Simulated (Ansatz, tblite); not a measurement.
# Si(PMe2)H3 (C₂H₉PSi): spin-state energies by level

Is the singlet the ground state of Si(PMe2)H3 (C₂H₉PSi)? Other spin states are computed and compared level by level.

Method: as each input shows; program: Ansatz 0.2.0, Gaussian basis.

The runs, in order: triplet, at the geometry of the singlet (GFN1-xTB, GFN2-xTB, PBE0-D4/def2-TZVP, PBE-D4/def2-TZVP, r2SCAN-D4/def2-TZVP); the singlet's energies come from earlier runs.

**1. The relaxed structure**

The singlet was relaxed beforehand with PBE-D4/def2-SVP.

13 atoms, charge 0, spin multiplicity 1.

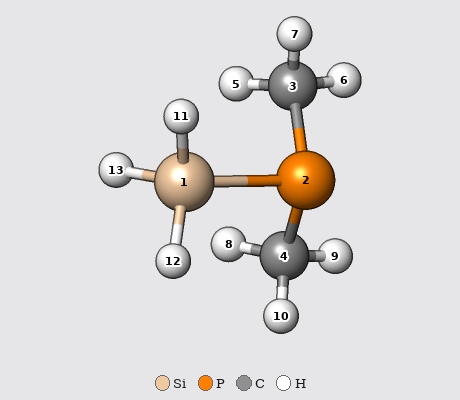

The structure; silicon light orange, phosphorus orange, carbon grey, hydrogen white; atoms are numbered from 1 in the order of the file.

**2. Triplet at the fixed geometry, GFN1-xTB**

Tight binding, by tblite at 300 K electronic temperature and without a spin-polarisation term:

```python
tblite.interface.Calculator('GFN1-xTB', numbers, positions, charge=0, uhf=2).singlepoint()
```

Energy -364.5747 eV; 0.009 s.

**3. Triplet at the fixed geometry, GFN2-xTB**

Tight binding, by tblite at 300 K electronic temperature and without a spin-polarisation term:

```python
tblite.interface.Calculator('GFN2-xTB', numbers, positions, charge=0, uhf=2).singlepoint()
```

Energy -352.2096 eV; 0.009 s.

**4. Triplet at the fixed geometry, PBE0-D4/def2-TZVP**

in.yaml

```yaml
crystal:
  periodic: [false, false, false]
  atoms:
    - {symbol: Si, position_ang: [0.437564, 0.684161, -1.663469]}
    - {symbol: P, position_ang: [0.440817, 0.704369, 0.610675]}
    - {symbol: C, position_ang: [1.029516, -1.053343, 0.899168]}
    - {symbol: C, position_ang: [-1.400490, 0.474323, 0.886377]}
    - {symbol: H, position_ang: [0.457980, -1.815526, 0.330081]}
    - {symbol: H, position_ang: [0.942203, -1.281416, 1.980986]}
    - {symbol: H, position_ang: [2.100874, -1.130421, 0.626825]}
    - {symbol: H, position_ang: [-1.837064, -0.371192, 0.315625]}
    - {symbol: H, position_ang: [-1.575565, 0.298125, 1.967092]}
    - {symbol: H, position_ang: [-1.931144, 1.406714, 0.609406]}
    - {symbol: H, position_ang: [1.858255, 0.669429, -2.164352]}
    - {symbol: H, position_ang: [-0.237953, 1.932317, -2.168914]}
    - {symbol: H, position_ang: [-0.284992, -0.517529, -2.229500]}
basis:
  gaussian: {orbitals: def2-TZVP}
magnetization: {spin_polarized: true, initial_magnetization: 2}
hamiltonian: {xc: pbe0, dispersion: d4}
scf: {omitted_lower_state_checks: [starts]}
output: {orbitals: {seedname: orbitals}}
```

The run is started by

```sh
$ ansatz run in.yaml --threads 4 --pin off --events-out ev --progress --plain --max-ram 3916MiB
```

Standard output:

```text
Functional definition: PBE0
  name "PBE0"
  cite "Adamo & Barone, J. Chem. Phys. 110, 6158 (1999) doi:10.1063/1.478522"
  cite "Perdew, Burke & Ernzerhof, Phys. Rev. Lett. 77, 3865 (1996) doi:10.1103/PhysRevLett.77.3865"
  parent pbe
  parameter a = 0.25
  parameter kappa = 0.804
  parameter beta = 0.06672455060314922
  exchange = (1 - a)*pbe_x(kappa = kappa, mu = beta*pi^2/3) + a*exact_x
  correlation = pbe_c(beta = beta)
these checks for a lower state are left out or cut short: starts
1306 factors; their error is unknown
mean field evaluation 1: about -19365.1297 eV, gradient 4.4e1 eV
mean field evaluation 2: about -19359.7582 eV, gradient 5.1e1 eV
mean field evaluation 4: about -19374.0171 eV, gradient 1.8e0 eV
mean field evaluation 8: about -19374.0615 eV, gradient 2.6e-1 eV
mean field evaluation 16: about -19374.2100 eV, gradient 3.8e-1 eV
mean field -19374.25763280 eV, -711.9908356618 hartree, gradient 7.6e-6 eV, S^2 2.007551; 0 other end points of the search recorded, 0 dependent functions left out
reference -19374.25767187 eV, -711.9908370977 hartree; 26, 24 occupied and 164, 166 virtual orbitals, 1306 factors
Total energy: -19374.51039547 eV, -712.0001245187 hartree
Checks for a lower state left out: starts
```

Wall time 16 s (4 threads of Intel Xeon at 2.70GHz, shared host).

Report: HOMO -2.03 eV, LUMO -4.43 eV (over both spins; with the spin held, an empty level of the minority spin lies below the top filled one); ⟨S²⟩ 2.008 (pure: 2.00).

**5. Triplet at the fixed geometry, PBE-D4/def2-TZVP**

start.molden holds the orbitals of an earlier run on this state, given as this run's starting guess.

Changes to in.yaml since step 4:

```diff
@@ -17,5 +17,5 @@
 basis:
-  gaussian: {orbitals: def2-TZVP}
+  gaussian: {orbitals: def2-TZVP, initial_orbitals: start.molden}
 magnetization: {spin_polarized: true, initial_magnetization: 2}
-hamiltonian: {xc: pbe0, dispersion: d4}
+hamiltonian: {xc: pbe, dispersion: d4}
 scf: {omitted_lower_state_checks: [starts]}
```

Same command.

Standard output:

```text
Functional definition: PBE
  name "PBE"
  cite "Perdew, Burke & Ernzerhof, Phys. Rev. Lett. 77, 3865 (1996) doi:10.1103/PhysRevLett.77.3865"
  parent pbe
  parameter kappa = 0.804
  parameter beta = 0.06672455060314922
  exchange = pbe_x(kappa = kappa, mu = beta*pi^2/3)
  correlation = pbe_c(beta = beta)
these checks for a lower state are left out or cut short: starts
1278 factors; their error is unknown
mean field evaluation 1: about -19372.1886 eV, gradient 7.6e0 eV
mean field evaluation 2: about -19372.3011 eV, gradient 1.8e-1 eV
mean field evaluation 4: about -19372.2732 eV, gradient 1.1e-2 eV
mean field evaluation 8: about -19372.2732 eV, gradient 7.1e-5 eV
mean field -19372.27322826 eV, -711.9179101400 hartree, gradient 7.0e-6 eV, S^2 2.005562; 0 other end points of the search recorded, 0 dependent functions left out
reference -19372.27328057 eV, -711.9179120623 hartree; 26, 24 occupied and 164, 166 virtual orbitals, 1278 factors
Total energy: -19372.57102001 eV, -711.9288537852 hartree
Checks for a lower state left out: starts
```

Wall time 7.5 s (4 threads of Intel Xeon at 2.70GHz, shared host).

From the report: HOMO -1.36 eV, LUMO -5.46 eV (over both spins; with the spin held, an empty level of the minority spin lies below the top filled one); ⟨S²⟩ 2.006 (pure: 2.00).

**6. Triplet at the fixed geometry, r2SCAN-D4/def2-TZVP**

Changes to in.yaml since step 5:

```diff
@@ -19,3 +19,3 @@
 magnetization: {spin_polarized: true, initial_magnetization: 2}
-hamiltonian: {xc: pbe, dispersion: d4}
+hamiltonian: {xc: r2scan, dispersion: d4}
 scf: {omitted_lower_state_checks: [starts]}
```

The command is unchanged.

Standard output:

```text
Functional definition: r2SCAN
  name "r2SCAN"
  cite "Furness, Kaplan, Ning, Perdew & Sun, J. Phys. Chem. Lett. 11, 8208 (2020) doi:10.1021/acs.jpclett.0c02405"
  cite "Furness, Kaplan, Ning, Perdew & Sun, J. Phys. Chem. Lett. 11, 9248 (2020) doi:10.1021/acs.jpclett.0c03077"
  parent r2scan
  parameter k0 = 0.174
  parameter k1 = 0.065
  parameter a1 = 4.9479
  exchange = r2scan_x(k0 = k0, k1 = k1, a1 = a1)
  correlation = r2scan_c
these checks for a lower state are left out or cut short: starts
1278 factors; their error is unknown
mean field evaluation 1: about -19381.0841 eV, gradient 5.0e0 eV
mean field evaluation 2: about -19381.1288 eV, gradient 6.8e-2 eV
mean field evaluation 4: about -19381.1034 eV, gradient 1.8e-3 eV
mean field evaluation 8: about -19381.1034 eV, gradient 1.1e-5 eV
mean field -19381.10340021 eV, -712.2424129739 hartree, gradient 7.6e-6 eV, S^2 2.010650; 0 other end points of the search recorded, 0 dependent functions left out
reference -19381.10341780 eV, -712.2424136205 hartree; 26, 24 occupied and 164, 166 virtual orbitals, 1278 factors
Total energy: -19381.17725578 eV, -712.2451271160 hartree
Checks for a lower state left out: starts
```

Run time: 12 s. Hardware: 4 threads of Intel Xeon at 2.70GHz, shared host.

Report: HOMO -1.42 eV, LUMO -5.00 eV (over both spins; with the spin held, an empty level of the minority spin lies below the top filled one); ⟨S²⟩ 2.011 (pure: 2.00).

**7. Triplet less singlet, vertical**

The singlet's energies are those of its earlier runs, whose logs aren't repeated here.

```csv
level,"triplet less singlet, vertical (eV)",time
GFN1-xTB,+4.468,0.022 s
GFN2-xTB,+4.434,0.018 s
PBE-D4/def2-TZVP,+4.648,9.7 s
r2SCAN-D4/def2-TZVP,+4.690,15 s
PBE0-D4/def2-TZVP,+4.789,20 s
```

Times add the two runs; a level without a time comes out of a correlated run. Tight binding without a spin term can't rank spin states.

**8. What came out**

| quantity | value |
| --- | --- |
| triplet less singlet, vertical, functionals in def2-TZVP | +4.648 (PBE-D4) to +4.789 eV (PBE0-D4) |

What this shows: All functionals put the triplet above the singlet, over a spread of 0.141 eV. The checks for a lower triplet were left out, so another state of that spin may lie lower. These are electronic energies, without zero-point motion, entropy or surroundings.
